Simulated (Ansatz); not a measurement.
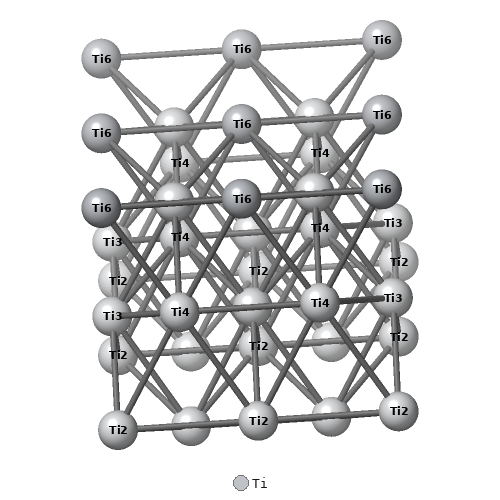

The system is C on a Ti(100) slab cut from the P6_3/mmc phase, its upper half relaxed before the scan (6 atoms of substrate and one adsorbate in a 1 × 1 cell); the picture shows it without the atoms that are moved over the map. C is moved over the surface cell; relaxed at each place: the height of the adsorbate's atoms; substrate rigid; the origin of the map has the adsorbate above Ti6. Places are given modulo a cell vector. The map is drawn in real space over the plane of the surface. The scan uses a 6 × 6 grid; 16 points were computed and 20 follow by symmetry. Energies are in eV, from the lowest grid point. The relaxed height changes by up to 1.1 Å between neighbouring points. With one adsorbate in each 1 × 1 cell, its nearest image is 2.9 Å away, so neighbouring adsorbates interact. Level of theory: Ansatz, DFT PBE, scalar-relativistic, plane waves, PAW. Settings: cutoff 420 eV, k-mesh 9×6×1, gaussian smearing 0.1 eV, no spin polarisation.

Range: position of C7 along the first surface vector from 0.000 to 0.833; position of C7 along the second surface vector from 0.000 to 0.833.

Q: Predict the map.

A: The lowest grid point is at the trough between two rows of top atoms, (0/6, 3/6) of the cell vectors. The highest grid point, the top site over a surface Ti atom, (0/6, 0/6) of the cell vectors, lies 4.28 eV above the lowest. At the lowest point the adsorbate has 2 Ti at 1.93 Å as nearest neighbours, at the highest 1 Ti at 1.89 Å. Its relaxed height above the top atom is 0.46 Å at the lowest and 1.89 Å at the highest point.

```csv
"second ↓, first →",0/6,1/6,2/6,3/6,4/6,5/6
5/6,3.76,3.38,2.27,1.02,2.27,3.38
4/6,1.01,0.74,0.94,1.35,0.94,0.74
3/6,0.00,0.84,1.79,2.19,1.79,0.84
2/6,1.01,0.74,0.94,1.35,0.94,0.74
1/6,3.76,3.38,2.27,1.02,2.27,3.38
0/6,4.28,3.88,2.74,1.60,2.74,3.88
```

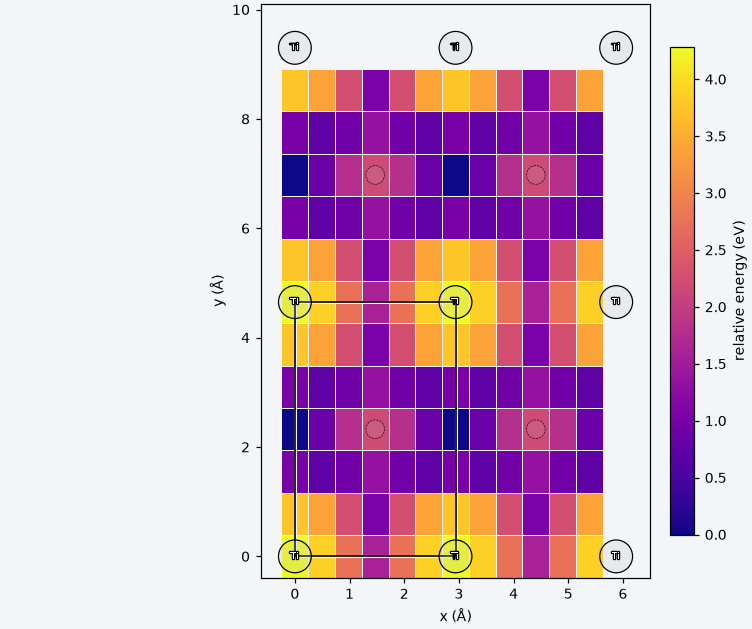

Drawn: one coloured cell a grid point, labelled circles for the atoms of the top layer and small ones for the second layer, the outline of one cell of the 2 × 2 shown.

Each point was launched as `ansatz run input.yaml --threads 2 --pin off --max-ram 6144MiB --backend cpu --events-out ev --progress --plain --runs-dir out`. The whole map (16 points run) took 21 min on 2 threads of Arm Neoverse V2, with other jobs on the host.

PAW datasets: the set soft_1.
